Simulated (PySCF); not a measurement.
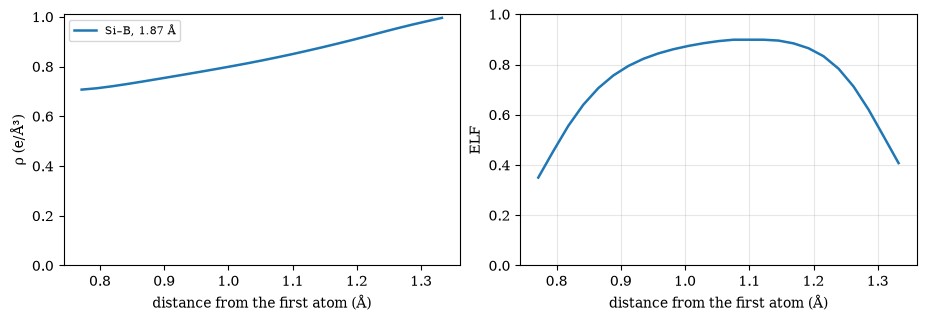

SiB (charge −1, triplet). Total electron density and ELF along straight lines between neighbouring atoms. The curves leave out the atomic cores.

All numbers below come from PBE0/aug-pcseg-1, non-relativistic, at a bond length of 1.870 Å (PySCF 2.14.0).

**What kind of bonding do the profiles show?**

Si–B (1.87 Å): ρ is about 0.77 e/Å³ halfway; the ELF peaks at about 0.90 between the atoms (localised, covalent bonding).
